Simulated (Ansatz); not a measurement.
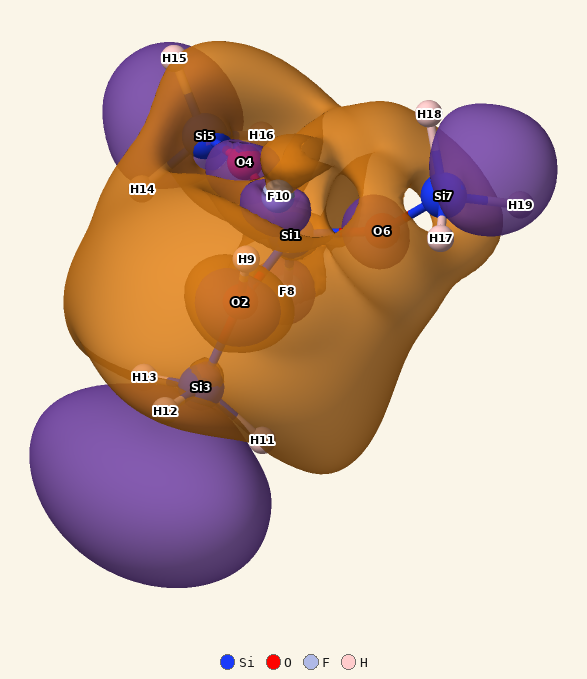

Figure. FH10O3Si4···F. The LUMO at ±0.03 Å⁻³ᐟ² (orange and purple are the two phases), seen at a tilt.

A transition-state structure; geometry: PBE0-D4/def2-TZVP.

Computed with RKS PBE0-D4/def2-TZVPP in Ansatz.

The calculation's input:

```
crystal:
  periodic: [false, false, false]
  atoms:
    - {symbol: Si, position_ang: [-0.058644, 0.077871, 0.190848]}
    - {symbol: O, position_ang: [0.549139, -1.051438, -1.010000]}
    - {symbol: Si, position_ang: [2.088699, -1.581023, -1.450115]}
    - {symbol: O, position_ang: [-0.455684, 1.556023, -0.319982]}
    - {symbol: Si, position_ang: [0.230030, 3.050326, -0.332548]}
    - {symbol: O, position_ang: [-0.703672, -0.517849, 1.541557]}
    - {symbol: Si, position_ang: [-2.125538, -1.196935, 2.019360]}
    - {symbol: F, position_ang: [1.454405, 0.349104, 0.723439]}
    - {symbol: H, position_ang: [-0.527488, -1.160093, -1.299779]}
    - {symbol: F, position_ang: [-1.537910, -0.624331, -0.825762]}
    - {symbol: H, position_ang: [2.696663, -2.270000, -0.294850]}
    - {symbol: H, position_ang: [1.854768, -2.515214, -2.573483]}
    - {symbol: H, position_ang: [2.882115, -0.412338, -1.880190]}
    - {symbol: H, position_ang: [1.467257, 3.037536, -1.155382]}
    - {symbol: H, position_ang: [-0.755799, 3.978445, -0.935518]}
    - {symbol: H, position_ang: [0.556377, 3.491646, 1.046335]}
    - {symbol: H, position_ang: [-2.278449, -2.544716, 1.416579]}
    - {symbol: H, position_ang: [-3.277408, -0.341995, 1.644340]}
    - {symbol: H, position_ang: [-2.058762, -1.325119, 3.495252]}
basis:
  gaussian: {orbitals: def2-TZVPP}
hamiltonian: {xc: pbe0, dispersion: d4}
output: {orbitals: {seedname: orbitals}}
```

Run with:

```sh
ansatz run in.yaml --threads 4 --pin off --events-out ev --progress --plain --max-ram 66560MiB --backend cuda --devices 0, --max-vram 37GiB
```

Q: Describe this orbital and give its energy.

A: Its weight (Hirshfeld) is mainly on Si3 (about 50 %), O2 (about 5 %), Si1 (about 5 %) and H12 (about 5 %). Its energy is −0.64 eV.
